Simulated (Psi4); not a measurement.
# Run report: H2, frequency calculation (part 1 of 2)

H2, SMILES [H][H], computed with SVWN-RPA/6-31G*, RKS (Psi4 1.11).

The geometry was optimised with SVWN-RPA/6-31G*.

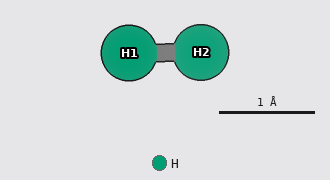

Figure 1. The structure as given in the input (ball-and-stick view, seen on its broad side; atoms are numbered from 1 in the order of the input). Bond lengths as drawn: H–H 0.76 Å.

Key numbers

- outcome: converged
- total energy: −1.168544 hartree
- basis functions: 4
- HOMO: −10.64 eV
- LUMO: 1.49 eV
- zero-point energy: 0.009642 hartree
- dipole moment: 0.00 D
- wavenumbers, lowest and highest: 4232 cm⁻¹
- hardware: 1 thread of Intel Xeon (Granite Rapids), 128 GiB of memory available, shared host
- wall time: 2.1 s
- peak memory: 0.19 GiB

The input (h2.inp)
```
memory 1.6 GB

molecule molecule1 {
  0 1
  H      0.334790    -0.042795     0.176209
  H     -0.332151     0.104028    -0.164015
}

set {
  basis 6-31G*
  t     400.0
}

frequencies("svwn")
```

Run as:
```bash
psi4 -n 1 h2.inp h2.out
```

Log
```
Psi4 1.11 release

gradient() will perform analytic gradient computation.

   => Loading Basis Set <=

    Name: 6-31G*
    Role: ORBITAL
    Keyword: BASIS

         ---------------------------------------------------------
                                   SCF
                              RKS Reference
                        1 Threads,   1525 MiB Core
         ---------------------------------------------------------

  ==> Geometry <==

    Molecular point group: d2h
    Full point group: D_inf_h

    Geometry (in Angstrom), charge = 0, multiplicity = 1:

       Center              X                  Y                   Z               Mass
    ------------   -----------------  -----------------  -----------------  -----------------
         H            0.381483833532     0.000000000000     0.000000000000     1.007825032230
         H           -0.381483833532    -0.000000000000     0.000000000000     1.007825032230

  Running in d2h symmetry.

  Rotational constants: A = ************  B =     57.46840  C =     57.46840 [cm^-1]
  Rotational constants: A = ************  B = 1722859.19918  C = 1722859.19918 [MHz]
  Nuclear repulsion =    0.693577504674513

  Charge       = 0
  Multiplicity = 1
  Electrons    = 2
  Nalpha       = 1
  Nbeta        = 1

  ==> Algorithm <==

  SCF Algorithm Type is DF.
  DIIS enabled.
  MOM disabled.
  Fractional occupation disabled.
  Guess Type is SAD.
  Energy threshold   = 1.00e-08
  Density threshold  = 1.00e-08
  Integral threshold = 1.00e-12

  ==> Primary Basis <==

  Basis Set: 6-31G*
    Blend: 6-31G*
    Number of shells: 4
    Number of basis functions: 4
    Number of Cartesian functions: 4
    Spherical Harmonics?: false
    Max angular momentum: 0

  ==> DFT Potential <==

   => LibXC <=

    Version 7.1.2

   => Composite Functional: SVWN <=

    Slater exchange
    Vosko, Wilk & Nusair (VWN5_RPA)

    Deriv               =              1
    GGA                 =          FALSE
    Meta                =          FALSE

    Exchange Hybrid     =          FALSE
    MP2 Hybrid          =          FALSE

   => Exchange Functionals <=

    1.0000         XC_LDA_X

   => Correlation Functionals <=

    1.0000   XC_LDA_C_VWN_RPA

   => LibXC Density Thresholds  <==

    XC_LDA_C_VWN_RPA:  1.00E-15
    XC_LDA_X:  1.00E-15

   => Molecular Quadrature <=

    Radial Scheme          =       TREUTLER
    Pruning Scheme         =           NONE
    Nuclear Scheme         =       TREUTLER

    Blocking Scheme        =         OCTREE
    BS radius alpha        =              1
    Pruning alpha          =              1
    Radial Points          =             75
    Spherical Points       =            302
    Total Points           =          44642
    Total Blocks           =            404
    Max Points             =            252
    Max Functions          =              4
    Weights Tolerance      =       1.00E-15

   => Loading Basis Set <=

    Name: (6-31G* AUX)
    Role: JKFIT
    Keyword: DF_BASIS_SCF

  ==> Integral Setup <==

  DFHelper Memory: AOs need 0.000 GiB; user supplied 1.116 GiB.
  SCF_SUBTYPE=INCORE selected. In-core MEM_DF algorithm will be used.
  Using in-core AOs.

  ==> MemDFJK: Density-Fitted J/K Matrices <==

    J tasked:                   Yes
    K tasked:                    No
    wK tasked:                   No
    Memory [MiB]:              1143
    Algorithm:                 Core
    Schwarz Cutoff:           1E-12
    Mask sparsity (%):       0.0000
    Fitting Condition:        1E-10

   => Auxiliary Basis Set <=

  Basis Set: (6-31G* AUX)
    Blend: CC-PVDZ-JKFIT
    Number of shells: 18
    Number of basis functions: 50
    Number of Cartesian functions: 50
    Spherical Harmonics?: false
    Max angular momentum: 2

  Cached 100.0% of DFT collocation blocks in 0.001 [GiB].

  Minimum eigenvalue in the overlap matrix is 2.8770368181E-01.
  Reciprocal condition number of the overlap matrix is 1.6802213423E-01.
    Using symmetric orthogonalization.

  ==> Pre-Iterations <==

  SCF Guess: Superposition of Atomic Densities via on-the-fly atomic UHF (no occupation information).

   -------------------------
    Irrep   Nso     Nmo
   -------------------------
     Ag         2       2
     B1g        0       0
     B2g        0       0
     B3g        0       0
     Au         0       0
     B1u        0       0
     B2u        0       0
     B3u        2       2
   -------------------------
    Total       4       4
   -------------------------

  ==> Iterations <==

                           Total Energy        Delta E     RMS |[F,P]|

   @DF-RKS iter SAD:    -0.97624197198494   -9.76242e-01   0.00000e+00
   @DF-RKS iter   1:    -1.16343214907910   -1.87190e-01   2.72008e-02 ADIIS/DIIS
   @DF-RKS iter   2:    -1.16823753620224   -4.80539e-03   6.69807e-03 ADIIS/DIIS
   @DF-RKS iter   3:    -1.16854349011641   -3.05954e-04   1.11050e-04 ADIIS/DIIS
   @DF-RKS iter   4:    -1.16854357437412   -8.42577e-08   6.76456e-08 DIIS
   @DF-RKS iter   5:    -1.16854357437415   -3.26406e-14   8.79434e-12 DIIS
  Energy and wave function converged.

  ==> Post-Iterations <==

   Electrons on quadrature grid:
      Ntotal   =    2.0000000047 ; deviation = 4.652e-09

    Orbital Energies [Eh]
    ---------------------

    Doubly Occupied:

       1Ag    -0.391153

    Virtual:

       1B3u    0.054648     2Ag     0.549191     2B3u    1.034382

    Final Occupation by Irrep:
             Ag   B1g   B2g   B3g    Au   B1u   B2u   B3u
    DOCC [     1,    0,    0,    0,    0,    0,    0,    0 ]
    NA   [     1,    0,    0,    0,    0,    0,    0,    0 ]
    NB   [     1,    0,    0,    0,    0,    0,    0,    0 ]

  @DF-RKS Final Energy:    -1.16854357437415

   => Energetics <=

    Nuclear Repulsion Energy =              0.6935775046745125
    One-Electron Energy =                  -2.4594208735992020
    Two-Electron Energy =                   1.2795651231624927
    DFT Exchange-Correlation Energy =      -0.6822653286119519
    Empirical Dispersion Energy =           0.0000000000000000
    VV10 Nonlocal Energy =                  0.0000000000000000
    Total Energy =                         -1.1685435743741488

Computation Completed

Properties will be evaluated at   0.000000,   0.000000,   0.000000 [a0]

Properties computed using the SCF density matrix

 Multipole Moments:

 ------------------------------------------------------------------------------------
     Multipole            Electronic (a.u.)      Nuclear  (a.u.)        Total (a.u.)
 ------------------------------------------------------------------------------------

 L = 1.  Multiply by 2.5417464519 to convert [e a0] to [Debye]
 Dipole X            :          0.0000000            0.0000000            0.0000000
 Dipole Y            :          0.0000000            0.0000000            0.0000000
 Dipole Z            :          0.0000000            0.0000000            0.0000000
 Magnitude           :                                                    0.0000000

 ------------------------------------------------------------------------------------

	total time  =          1 seconds =       0.02 minutes

         ------------------------------------------------------------
                                   SCF GRAD
         ------------------------------------------------------------

  ==> Geometry <==

    Molecular point group: d2h
    Full point group: D_inf_h

    Geometry (in Angstrom), charge = 0, multiplicity = 1:

       Center              X                  Y                   Z               Mass
    ------------   -----------------  -----------------  -----------------  -----------------
         H            0.381483833532     0.000000000000     0.000000000000     1.007825032230
         H           -0.381483833532    -0.000000000000     0.000000000000     1.007825032230

  Nuclear repulsion =    0.693577504674513

  ==> Basis Set <==

  Basis Set: 6-31G*
    Blend: 6-31G*
    Number of shells: 4
    Number of basis functions: 4
    Number of Cartesian functions: 4
    Spherical Harmonics?: false
    Max angular momentum: 0

  ==> DFJKGrad: Density-Fitted SCF Gradients <==

    Gradient:                    1
    J tasked:                  Yes
    K tasked:                   No
    wK tasked:                  No
    Integrals threads:           1
    Memory [MiB]:             1144
    Schwarz Cutoff:          1E-12
    Fitting Condition:       1E-10

   => Auxiliary Basis Set <=

  Basis Set: (6-31G* AUX)
    Blend: CC-PVDZ-JKFIT
    Number of shells: 18
    Number of basis functions: 50
    Number of Cartesian functions: 50
    Spherical Harmonics?: false
    Max angular momentum: 2

  ==> DFT Potential <==

   => LibXC <=

    Version 7.1.2

   => Composite Functional: SVWN <=

    Slater exchange
    Vosko, Wilk & Nusair (VWN5_RPA)

    Deriv               =              1
    GGA                 =          FALSE
    Meta                =          FALSE

    Exchange Hybrid     =          FALSE
    MP2 Hybrid          =          FALSE

   => Exchange Functionals <=

    1.0000         XC_LDA_X

   => Correlation Functionals <=

    1.0000   XC_LDA_C_VWN_RPA

   => LibXC Density Thresholds  <==

    XC_LDA_C_VWN_RPA:  1.00E-15
    XC_LDA_X:  1.00E-15

   => Molecular Quadrature <=

    Radial Scheme          =       TREUTLER
    Pruning Scheme         =           NONE
    Nuclear Scheme         =       TREUTLER

    Blocking Scheme        =         OCTREE
    BS radius alpha        =              1
    Pruning alpha          =              1
    Radial Points          =             75
    Spherical Points       =            302
    Total Points           =          44642
    Total Blocks           =            404
    Max Points             =            252
    Max Functions          =              4
    Weights Tolerance      =       1.00E-15

  -Total Gradient:
     Atom            X                  Y                   Z
    ------   -----------------  -----------------  -----------------
       1       -0.000209426258    -0.000000000000     0.000000000000
       2        0.000209426258     0.000000000000     0.000000000000

	total time  =          0 seconds =       0.00 minutes

  Based on options and gradient (rms=1.21E-04), recommend projecting translations and projecting rotations.
hessian() will perform analytic frequency computation.

   => Loading Basis Set <=

    Name: 6-31G*
    Role: ORBITAL
    Keyword: BASIS

         ---------------------------------------------------------
                                   SCF
                              RKS Reference
                        1 Threads,   1525 MiB Core
         ---------------------------------------------------------

  ==> Geometry <==

    Molecular point group: d2h
    Full point group: D_inf_h

    Geometry (in Angstrom), charge = 0, multiplicity = 1:

       Center              X                  Y                   Z               Mass
    ------------   -----------------  -----------------  -----------------  -----------------
         H            0.381483833532     0.000000000000     0.000000000000     1.007825032230
         H           -0.381483833532    -0.000000000000     0.000000000000     1.007825032230

  Running in d2h symmetry.

  Rotational constants: A = ************  B =     57.46840  C =     57.46840 [cm^-1]
  Rotational constants: A = ************  B = 1722859.19918  C = 1722859.19918 [MHz]
  Nuclear repulsion =    0.693577504674513

  Charge       = 0
  Multiplicity = 1
  Electrons    = 2
  Nalpha       = 1
  Nbeta        = 1

  ==> Algorithm <==

  SCF Algorithm Type is DF.
  DIIS enabled.
  MOM disabled.
  Fractional occupation disabled.
  Guess Type is SAD.
  Energy threshold   = 1.00e-08
  Density threshold  = 1.00e-08
  Integral threshold = 1.00e-12

  ==> Primary Basis <==

  Basis Set: 6-31G*
    Blend: 6-31G*
    Number of shells: 4
    Number of basis functions: 4
    Number of Cartesian functions: 4
    Spherical Harmonics?: false
    Max angular momentum: 0

  ==> DFT Potential <==

   => LibXC <=

    Version 7.1.2

   => Composite Functional: SVWN <=

    Slater exchange
    Vosko, Wilk & Nusair (VWN5_RPA)

    Deriv               =              1
    GGA                 =          FALSE
    Meta                =          FALSE

    Exchange Hybrid     =          FALSE
    MP2 Hybrid          =          FALSE

   => Exchange Functionals <=

    1.0000         XC_LDA_X

   => Correlation Functionals <=

    1.0000   XC_LDA_C_VWN_RPA

   => LibXC Density Thresholds  <==

    XC_LDA_C_VWN_RPA:  1.00E-15
    XC_LDA_X:  1.00E-15

   => Molecular Quadrature <=

    Radial Scheme          =       TREUTLER
    Pruning Scheme         =           NONE
    Nuclear Scheme         =       TREUTLER

    Blocking Scheme        =         OCTREE
    BS radius alpha        =              1
    Pruning alpha          =              1
    Radial Points          =             75
    Spherical Points       =            302
    Total Points           =          44642
    Total Blocks           =            404
    Max Points             =            252
    Max Functions          =              4
    Weights Tolerance      =       1.00E-15

   => Loading Basis Set <=

    Name: (6-31G* AUX)
    Role: JKFIT
    Keyword: DF_BASIS_SCF

  ==> Integral Setup <==

  DFHelper Memory: AOs need 0.000 GiB; user supplied 1.116 GiB.
  SCF_SUBTYPE=INCORE selected. In-core MEM_DF algorithm will be used.
  Using in-core AOs.

  ==> MemDFJK: Density-Fitted J/K Matrices <==

    J tasked:                   Yes
    K tasked:                    No
    wK tasked:                   No
    Memory [MiB]:              1143
    Algorithm:                 Core
    Schwarz Cutoff:           1E-12
    Mask sparsity (%):       0.0000
    Fitting Condition:        1E-10

   => Auxiliary Basis Set <=
```
